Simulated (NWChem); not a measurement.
# Run report: GaCl3, geometry relaxation (part 3 of 4)

Continued. System: GaCl3, SMILES [Cl][Ga]([Cl])[Cl]. Method: HF/6-31G*, RHF (NWChem 7.3.0). The geometry comes from this level: PBE0-D4/def2-TZVP.

Geometry of the input (Å):
```
Cl 2.0417  0.5386  0.0000
Ga -0.0000  0.0000  -0.0000
Cl -1.4873  1.4989  0.0000
Cl -0.5544  -2.0375  0.0000
```

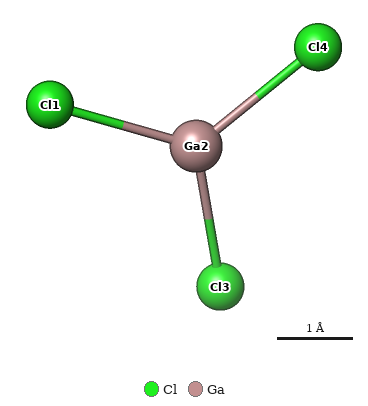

Figure 1. The geometry at step 1 of the log (ball-and-stick view, seen at a tilt; atoms are numbered from 1 in the order of the input).

Log, continued:
```
 Z vector of derivative dipole (au) [debye/angstrom]
 d_dipole_z/<atom=   1,x> =    -0.0000     [   -0.0000]
 d_dipole_z/<atom=   1,y> =    -0.0000     [   -0.0000]
 d_dipole_z/<atom=   1,z> =    -0.3401     [   -1.6336]
 d_dipole_z/<atom=   2,x> =    -0.0000     [   -0.0000]
 d_dipole_z/<atom=   2,y> =     0.0000     [    0.0000]
 d_dipole_z/<atom=   2,z> =     1.0203     [    4.9007]
 d_dipole_z/<atom=   3,x> =     0.0000     [    0.0000]
 d_dipole_z/<atom=   3,y> =    -0.0000     [   -0.0000]
 d_dipole_z/<atom=   3,z> =    -0.3401     [   -1.6336]
 d_dipole_z/<atom=   4,x> =     0.0000     [    0.0000]
 d_dipole_z/<atom=   4,y> =     0.0000     [    0.0000]
 d_dipole_z/<atom=   4,z> =    -0.3401     [   -1.6336]

 HESSIAN: the Hessian is done

  Vibrational analysis via the FX method

  See chapter 2 in "Molecular Vibrations" by Wilson, Decius and Cross

  Vib: Default input used

  Nuclear Hessian passed symmetry test

 ---------------------------- Atom information ----------------------------
     atom    #        X              Y              Z            mass
 --------------------------------------------------------------------------
    Cl       1  3.8853229D+00  1.0249221D+00  0.0000000D+00  3.4968850D+01
    Ga       2  0.0000000D+00  3.1651892D-66 -7.3377121-135  6.8925700D+01
    Cl       3 -2.8302700D+00  2.8523273D+00  0.0000000D+00  3.4968850D+01
    Cl       4 -1.0550529D+00 -3.8772494D+00  0.0000000D+00  3.4968850D+01
 --------------------------------------------------------------------------

          ----------------------------------------------------
          MASS-WEIGHTED NUCLEAR HESSIAN (Hartree/Bohr/Bohr/Kamu)
          ----------------------------------------------------

               1            2            3            4            5            6            7            8            9           10
   ----- ----- ----- ----- -----
    1    4.98234D+00
    2    1.22988D+00  6.44469D-01
    3    1.11151D-14 -1.89505D-15  1.08838D-01
    4   -3.23375D+00 -8.06147D-01 -6.29081D-15  3.87214D+00
    5   -8.06147D-01 -3.90430D-01  5.85023D-16 -6.15228D-08  3.87214D+00
    6   -4.47540D-15  2.83542D-15 -2.32644D-01  8.19816D-15 -3.30500D-15  4.97121D-01
    7   -3.06102D-01  1.33652D-01  4.78647D-16 -1.79940D+00  1.63431D+00 -3.38996D-15  2.79405D+00
    8    6.78330D-02  3.67750D-02  2.22482D-15  1.63431D+00 -1.82478D+00  2.44865D-15 -2.49329D+00  2.83276D+00
    9    4.96282D-15  1.26110D-16  1.08890D-01 -4.45629D-15  3.45750D-15 -2.32644D-01  2.90509D-15 -2.81615D-15  1.08838D-01
   10   -1.36224D-01 -2.31750D-01  2.92753D-16 -4.03080D-01 -8.28144D-01 -1.80552D-15  3.83012D-02  1.31008D-01 -6.63022D-16  6.63825D-01
   11   -1.65931D-01 -1.33102D-01 -3.34409D-17 -8.28144D-01 -3.22110D+00 -2.55814D-16  6.51895D-02 -3.07628D-01  7.63252D-16  1.26341D+00
   12   -5.85413D-14 -1.46359D-14  1.08890D-01  5.45263D-16 -2.00012D-15 -2.32644D-01  3.87844D-14 -4.12637D-14  1.08890D-01  1.89913D-14

              11           12
   ----- ----- ----- ----- -----
   11    4.96298D+00
   12    5.87077D-14  1.08838D-01

          -------------------------------------------------
          NORMAL MODE EIGENVECTORS IN CARTESIAN COORDINATES
          -------------------------------------------------
                 (Frequencies expressed in cm-1)

                    1           2           3           4           5           6

 Frequency         -1.17       -1.17       -0.66        0.03        0.22        0.67

           1     0.00000     0.00000    -0.03905     0.00000    -0.02080    -0.06645
           2     0.00000     0.00000     0.09661     0.00000    -0.07300     0.00145
           3    -0.06773     0.12032     0.00000    -0.07585     0.00000     0.00000
           4     0.00000     0.00000    -0.03056     0.00000    -0.04155    -0.05561
           5     0.00000     0.00000     0.06442     0.00000     0.00567    -0.03963
           6    -0.00000    -0.00000     0.00000    -0.07585     0.00000     0.00000
           7     0.00000     0.00000    -0.05419     0.00000     0.01620    -0.08577
           8     0.00000     0.00000     0.04097     0.00000     0.06297    -0.06956
           9     0.13807    -0.00151     0.00000    -0.07585     0.00000     0.00000
          10     0.00000     0.00000     0.00157     0.00000    -0.12005    -0.01462
          11     0.00000     0.00000     0.05568     0.00000     0.02703    -0.05079
          12    -0.07034    -0.11881     0.00000    -0.07585     0.00000     0.00000

                    7           8           9          10          11          12

 Frequency        134.77      134.77      147.54      390.88      480.41      480.41

           1    -0.04778    -0.02939     0.00000     0.09440    -0.10082    -0.00018
           2     0.09395    -0.06147     0.00000     0.02490    -0.02659    -0.00059
           3     0.00000     0.00000     0.06148     0.00000     0.00000     0.00000
           4    -0.01042    -0.04913     0.00000    -0.00000     0.07628     0.02038
           5    -0.04912     0.01042     0.00000    -0.00000     0.02038    -0.07628
           6     0.00000     0.00000    -0.09357     0.00000     0.00000     0.00000
           7     0.08756     0.01580     0.00000    -0.06877    -0.03620    -0.06391
           8     0.04875     0.07387     0.00000     0.06930     0.03713     0.06403
           9     0.00000     0.00000     0.06148     0.00000     0.00000     0.00000
          10    -0.01925     0.11042     0.00000    -0.02564    -0.01333     0.02392
          11    -0.04586    -0.03294     0.00000    -0.09421    -0.05070     0.08691
          12     0.00000     0.00000     0.06148     0.00000     0.00000     0.00000

 ----------------------------------------------------------------------------
 Normal Eigenvalue ||         Derivative Dipole Moments (debye/angs)
  Mode   [cm**-1]  ||      [d/dqX]             [d/dqY]           [d/dqZ]
 ------ ---------- || ------------------ ------------------ -----------------
    1       -1.169 ||       0.000              -0.000            -0.000
    2       -1.167 ||       0.000               0.000            -0.000
    3       -0.655 ||       0.000               0.000             0.000
    4        0.033 ||      -0.000               0.000            -0.000
    5        0.222 ||       0.000              -0.000            -0.000
    6        0.674 ||       0.000              -0.000             0.000
    7      134.767 ||      -0.108              -0.511            -0.000
    8      134.768 ||      -0.511               0.108             0.000
    9      147.536 ||       0.000              -0.000            -0.760
   10      390.884 ||      -0.000              -0.000            -0.000
   11      480.407 ||       1.621               0.433            -0.000
   12      480.408 ||       0.433              -1.621            -0.000
 ----------------------------------------------------------------------------

 ----------------------------------------------------------------------------
 Normal Eigenvalue ||                 Infra Red Intensities
  Mode   [cm**-1]  || [atomic units] [(debye/angs)**2] [(KM/mol)] [arbitrary]
 ------ ---------- || -------------- ----------------- ---------- -----------
    1       -1.169 ||    0.000000           0.000         0.000       0.000
    2       -1.167 ||    0.000000           0.000         0.000       0.000
    3       -0.655 ||    0.000000           0.000         0.000       0.000
    4        0.033 ||    0.000000           0.000         0.000       0.000
    5        0.222 ||    0.000000           0.000         0.000       0.000
    6        0.674 ||    0.000000           0.000         0.000       0.000
    7      134.767 ||    0.011814           0.273        11.516       4.842
    8      134.768 ||    0.011814           0.273        11.517       4.842
    9      147.536 ||    0.025026           0.577        24.397      10.257
   10      390.884 ||    0.000000           0.000         0.000       0.000
   11      480.407 ||    0.122074           2.816       119.004      50.030
   12      480.408 ||    0.122074           2.816       119.004      50.030
 ----------------------------------------------------------------------------

        Vibrational analysis via the FX method
  --- with translations and rotations projected out ---
  --- via the Eckart algorithm                      ---
 Projected Nuclear Hessian trans-rot subspace norm:1.0526D-33
                         (should be close to zero!)

          --------------------------------------------------------
          MASS-WEIGHTED PROJECTED HESSIAN (Hartree/Bohr/Bohr/Kamu)
          --------------------------------------------------------

               1            2            3            4            5            6            7            8            9           10
   ----- ----- ----- ----- -----
    1    4.98234D+00
    2    1.22989D+00  6.44460D-01
    3   -1.99821D-15 -2.00171D-15  1.08873D-01
    4   -3.23376D+00 -8.06154D-01 -3.67206D-15  3.87213D+00
    5   -8.06153D-01 -3.90411D-01  1.29445D-15 -5.69593D-06  3.87216D+00
    6    4.26984D-15  4.27734D-15 -2.32644D-01  7.84660D-15 -2.76602D-15  4.97121D-01
    7   -3.06097D-01  1.33658D-01  4.48025D-15 -1.79941D+00  1.63430D+00 -9.57357D-15  2.79405D+00
    8    6.78324D-02  3.67604D-02 -4.69678D-15  1.63431D+00 -1.82478D+00  1.00363D-14 -2.49330D+00  2.83276D+00
    9   -1.99821D-15 -2.00171D-15  1.08873D-01 -3.67206D-15  1.29445D-15 -2.32644D-01  4.48025D-15 -4.69678D-15  1.08873D-01
   10   -1.36222D-01 -2.31751D-01  2.67333D-15 -4.03092D-01 -8.28135D-01 -5.71247D-15  3.83160D-02  1.30995D-01  2.67333D-15  6.63825D-01
   11   -1.65927D-01 -1.33106D-01  4.88116D-15 -8.28145D-01 -3.22110D+00 -1.04302D-14  6.51855D-02 -3.07630D-01  4.88116D-15  1.26341D+00
   12   -1.99821D-15 -2.00171D-15  1.08873D-01 -3.67206D-15  1.29445D-15 -2.32644D-01  4.48025D-15 -4.69678D-15  1.08873D-01  2.67333D-15

              11           12
   ----- ----- ----- ----- -----
   11    4.96298D+00
   12    4.88116D-15  1.08873D-01

 center of mass
 --------------
 x =   0.00000000 y =   0.00000000 z =  -0.00000000

 moments of inertia (a.u.)
 ------------------
         846.921047461107           0.000000000000          -0.000000000000
           0.000000000000         846.921047461107           0.000000000000
          -0.000000000000           0.000000000000        1693.842094922215

 Rotational Constants
 --------------------
 A=   0.071081 cm-1  (  0.102268 K)
 B=   0.071081 cm-1  (  0.102268 K)
 C=   0.035541 cm-1  (  0.051134 K)

 Temperature                      =   298.15K
 frequency scaling parameter      =   1.0000

 Zero-Point correction to Energy  =    2.527 kcal/mol  (  0.004028 au)
 Thermal correction to Energy     =    6.050 kcal/mol  (  0.009642 au)
 Thermal correction to Enthalpy   =    6.643 kcal/mol  (  0.010586 au)

 Total Entropy                    =   78.607 cal/mol-K
   - Translational                =   41.348 cal/mol-K (mol. weight = 173.8323)
   - Rotational                   =   26.392 cal/mol-K (symmetry #  =        3)
   - Vibrational                  =   10.867 cal/mol-K

 Cv (constant volume heat capacity) =   15.774 cal/mol-K
   - Translational                  =    2.979 cal/mol-K
   - Rotational                     =    2.979 cal/mol-K
   - Vibrational                    =    9.815 cal/mol-K

 Temperature                      =   400.00K
 frequency scaling parameter      =   1.0000

 Zero-Point correction to Energy  =    2.527 kcal/mol  (  0.004028 au)
 Thermal correction to Energy     =    7.704 kcal/mol  (  0.012277 au)
 Thermal correction to Enthalpy   =    8.499 kcal/mol  (  0.013543 au)

 Total Entropy                    =   83.956 cal/mol-K
   - Translational                =   42.807 cal/mol-K (mol. weight = 173.8323)
   - Rotational                   =   27.268 cal/mol-K (symmetry #  =        3)
   - Vibrational                  =   13.881 cal/mol-K

 Cv (constant volume heat capacity) =   16.600 cal/mol-K
   - Translational                  =    2.979 cal/mol-K
   - Rotational                     =    2.979 cal/mol-K
   - Vibrational                    =   10.641 cal/mol-K

 Temperature                      =   700.00K
 frequency scaling parameter      =   1.0000

 Zero-Point correction to Energy  =    2.527 kcal/mol  (  0.004028 au)
 Thermal correction to Energy     =   12.838 kcal/mol  (  0.020459 au)
 Thermal correction to Enthalpy   =   14.229 kcal/mol  (  0.022675 au)

 Total Entropy                    =   94.624 cal/mol-K
   - Translational                =   45.586 cal/mol-K (mol. weight = 173.8323)
   - Rotational                   =   28.935 cal/mol-K (symmetry #  =        3)
   - Vibrational                  =   20.103 cal/mol-K

 Cv (constant volume heat capacity) =   17.425 cal/mol-K
   - Translational                  =    2.979 cal/mol-K
   - Rotational                     =    2.979 cal/mol-K
   - Vibrational                    =   11.466 cal/mol-K

          -------------------------------------------------
          NORMAL MODE EIGENVECTORS IN CARTESIAN COORDINATES
          -------------------------------------------------
             (Projected Frequencies expressed in cm-1)

                    1           2           3           4           5           6

 P.Frequency       -0.00       -0.00        0.00        0.00        0.00        0.00

           1     0.07152     0.03113     0.00000     0.00000     0.00000    -0.01700
           2     0.02544    -0.10986     0.00000     0.00000     0.00000     0.04415
           3     0.00000     0.00000    -0.15570     0.00000     0.02399     0.00000
           4     0.07333     0.01882     0.00000     0.00000     0.00000     0.00457
           5     0.01856    -0.06319     0.00000     0.00000     0.00000    -0.03762
           6     0.00000     0.00000    -0.04257    -0.05105    -0.03652     0.00000
           7     0.06829     0.05308     0.00000     0.00000     0.00000    -0.05546
           8     0.01355    -0.02919     0.00000     0.00000     0.00000    -0.09719
           9     0.00000     0.00000     0.00000     0.00000    -0.15753     0.00000
          10     0.08019    -0.02775     0.00000     0.00000     0.00000     0.08618
          11     0.01670    -0.05052     0.00000     0.00000     0.00000    -0.05983
          12     0.00000     0.00000     0.02797    -0.15316     0.02399     0.00000

                    7           8           9          10          11          12

 P.Frequency      134.77      134.77      147.54      390.88      480.41      480.41

           1    -0.04514    -0.03330     0.00000     0.09440    -0.10032    -0.01005
           2     0.09877    -0.05337     0.00000     0.02490    -0.02641    -0.00319
           3     0.00000     0.00000     0.06148     0.00000     0.00000     0.00000
           4    -0.00626    -0.04983     0.00000    -0.00000     0.07392     0.02775
           5    -0.04983     0.00626     0.00000     0.00000     0.02775    -0.07392
           6     0.00000     0.00000    -0.09357     0.00000     0.00000     0.00000
           7     0.08593     0.02310     0.00000    -0.06877    -0.02977    -0.06714
           8     0.04237     0.07770     0.00000     0.06930     0.03068     0.06736
           9     0.00000     0.00000     0.06148     0.00000     0.00000     0.00000
          10    -0.02845     0.10841     0.00000    -0.02564    -0.01560     0.02250
          11    -0.04294    -0.03668     0.00000    -0.09421    -0.05896     0.08153
          12     0.00000     0.00000     0.06148     0.00000     0.00000     0.00000

 ----------------------------------------------------------------------------
 Normal Eigenvalue ||    Projected Derivative Dipole Moments (debye/angs)
  Mode   [cm**-1]  ||      [d/dqX]             [d/dqY]           [d/dqZ]
 ------ ---------- || ------------------ ------------------ -----------------
    1       -0.000 ||       0.000               0.000             0.000
    2       -0.000 ||      -0.000              -0.000            -0.000
    3        0.000 ||      -0.000              -0.000            -0.000
    4        0.000 ||      -0.000              -0.000             0.000
    5        0.000 ||      -0.000              -0.000             0.000
    6        0.000 ||       0.000               0.000             0.000
    7      134.766 ||      -0.065              -0.518            -0.000
    8      134.768 ||      -0.518               0.065             0.000
    9      147.536 ||       0.000              -0.000            -0.760
   10      390.884 ||      -0.000              -0.000            -0.000
   11      480.407 ||       1.571               0.590            -0.000
   12      480.408 ||       0.590              -1.571            -0.000
 ----------------------------------------------------------------------------

 ----------------------------------------------------------------------------
 Normal Eigenvalue ||           Projected Infra Red Intensities
  Mode   [cm**-1]  || [atomic units] [(debye/angs)**2] [(KM/mol)] [arbitrary]
 ------ ---------- || -------------- ----------------- ---------- -----------
    1       -0.000 ||    0.000000           0.000         0.000       0.000
    2       -0.000 ||    0.000000           0.000         0.000       0.000
    3        0.000 ||    0.000000           0.000         0.000       0.000
    4        0.000 ||    0.000000           0.000         0.000       0.000
    5        0.000 ||    0.000000           0.000         0.000       0.000
    6        0.000 ||    0.000000           0.000         0.000       0.000
    7      134.766 ||    0.011814           0.273        11.516       4.842
    8      134.768 ||    0.011814           0.273        11.517       4.842
    9      147.536 ||    0.025026           0.577        24.397      10.257
   10      390.884 ||    0.000000           0.000         0.000       0.000
   11      480.407 ||    0.122074           2.816       119.004      50.030
   12      480.408 ||    0.122074           2.816       119.004      50.030
 ----------------------------------------------------------------------------

 vib:animation  F

 Task  times  cpu:       31.2s     wall:       31.2s
 Total times  cpu:       59.1s     wall:       59.1s
```

Trajectory as extended XYZ (Å, eV, eV/Å), 3 frames, from step=0 to step=2:
```
4
Properties=species:S:1:pos:R:3:forces:R:3 step=0 energy=-89840.71768
Cl    2.0417    0.5386    0.0000    0.2905   0.0766   0.0000
Ga    0.0000    0.0000    0.0000    0.0000   0.0000   0.0000
Cl   -1.4873    1.4989    0.0000   -0.2116   0.2132   0.0000
Cl   -0.5544   -2.0375    0.0000   -0.0789  -0.2899   0.0000
4
Properties=species:S:1:pos:R:3:forces:R:3 step=1 energy=-89840.72427
Cl    2.0557    0.5423    0.0000    0.0062   0.0016   0.0000
Ga    0.0000    0.0000    0.0000    0.0000   0.0000   0.0000
Cl   -1.4975    1.5092    0.0000   -0.0045   0.0046   0.0000
Cl   -0.5582   -2.0514    0.0000   -0.0017  -0.0062   0.0000
4
Properties=species:S:1:pos:R:3:forces:R:3 step=2 energy=-89840.72428
Cl    2.0560    0.5424    0.0000    0.0002   0.0001   0.0000
Ga    0.0000    0.0000    0.0000    0.0000   0.0000   0.0000
Cl   -1.4977    1.5094    0.0000   -0.0001   0.0001   0.0000
Cl   -0.5583   -2.0518    0.0000   -0.0001  -0.0002   0.0000
```

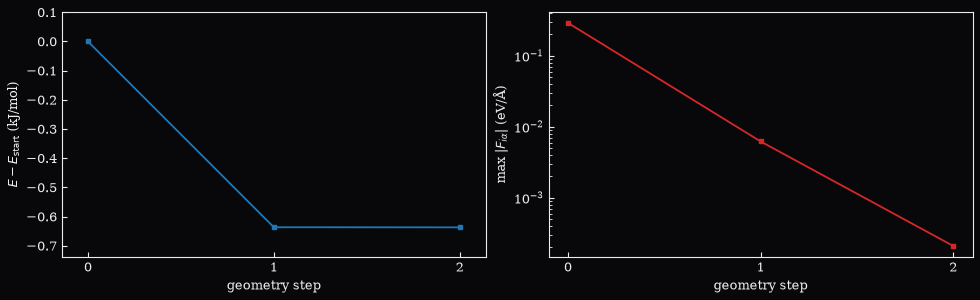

Figure 2. Progress of the relaxation, step by step (steps are counted from 0). The energy falls by 0.64 kJ/mol in 2 geometry steps. Largest force component: 0.29 eV/Å at the start, 0.00021 eV/Å at the end. The largest moves after the best rigid fit, 0.015 Å, are those of Cl1, Cl3 and Cl4. Ga stays in place. Distances before and after: Cl1–Ga2 2.112 → 2.126 Å. (Atoms are counted from 1 in the order of the input.)
